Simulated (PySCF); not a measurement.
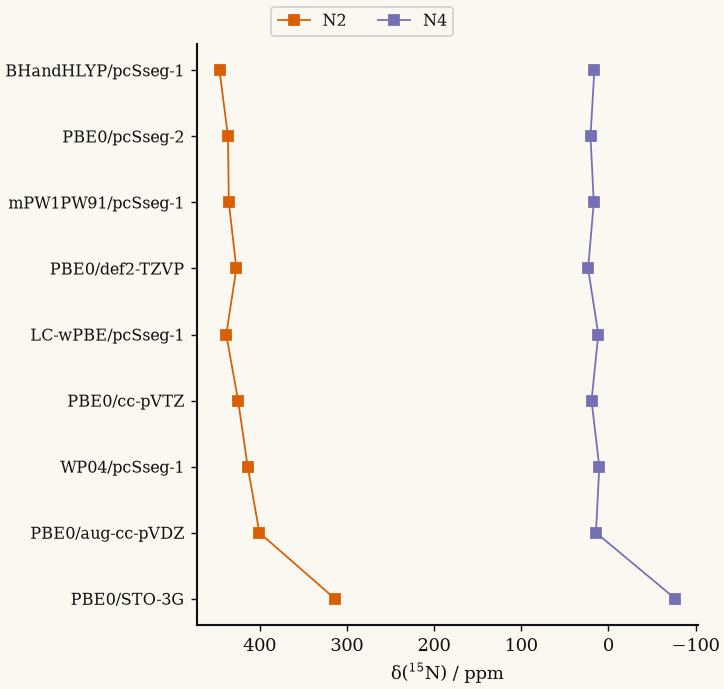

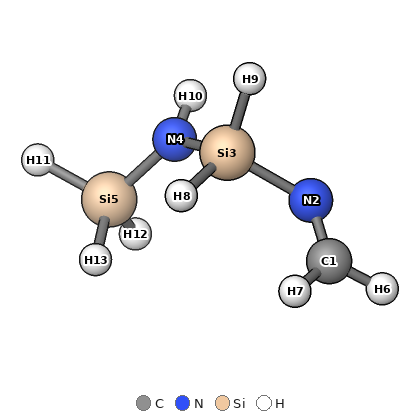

GIAO ¹⁵N shifts of CH₈N₂Si₂, SMILES C=N[SiH2]N[SiH3] at several levels, one geometry, PySCF 2.14.0, at a PBE0-D3(BJ)/def2-SVP geometry (no frequency check); values of one conformer, averaged over nuclei that symmetry, rotation about single bonds or inversion at nitrogen exchange, these motions taken as fast; other conformers aren't averaged in; each against NH₃ at the same level (¹⁵N: a single molecule, while the usual scales start at liquid NH₃ or nitromethane; multiply bonded nitrogen can come out tens of ppm too deshielded).

**Which of the plotted signals depends most on the level, and by how much?**

That of N2: from 313.6 ppm (PBE0/STO-3G) to 446.0 ppm (BHandHLYP/pcSseg-1), a spread of 132.4 ppm. The steadiest, N4, moves by 100.0 ppm.

**Do all levels give the signals in the same order?**

Yes, the order of the signals is the same at every level.
